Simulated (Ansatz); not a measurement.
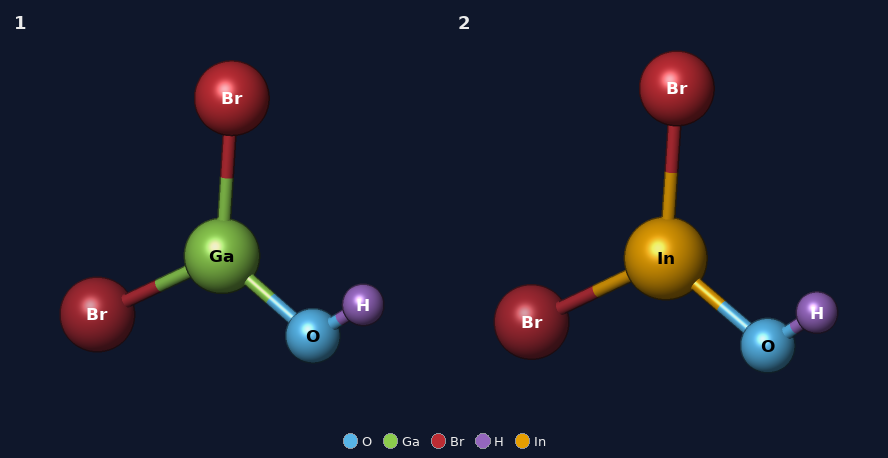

2 molecules with one skeleton, seen from the same side and at one scale. Each species is neutral and a spin singlet. Computed geometries: PBE0-D4/def2-TZVP optimisations, one conformation each. Properties computed with Ansatz 0.2.0. Elements past Kr carry core potentials.

One atom differs, called X below: Ga in panel 1, In in panel 2. Their formulas are Br2GaHO (`[OH][Ga]([Br])[Br]`), Br2HInO (`[OH][In]([Br])[Br]`).

In which is the dipole moment larger (B3LYP-D4/def2-TZVPP)?

Answer. In panel 1 (X = Ga).

In which is the mean length of X–Br larger (PBE0-D4/def2-TZVP)?

Answer. In panel 2 (X = In).

Give the values. With PBE0-D4/def2-TZVP: mean length of X–Br (Å), length of X–O (Å), mean angle O–X–Br (°). With B3LYP-D4/def2-TZVPP: dipole moment (D), HOMO energy (Kohn–Sham orbital) (eV), HOMO–LUMO gap (eV).

```csv
quantity,1 (Ga),2 (In),2 − 1
mean length of X–Br (Å),2.262,2.439,+0.177
length of X–O (Å),1.767,1.964,+0.197
mean angle O–X–Br (°),119.3,119.1,−0.2
dipole moment (D),1.24,1.13,−0.11
HOMO energy (Kohn–Sham orbital) (eV),−8.45,−8.42,+0.03
HOMO–LUMO gap (eV),6.36,5.48,−0.88
```
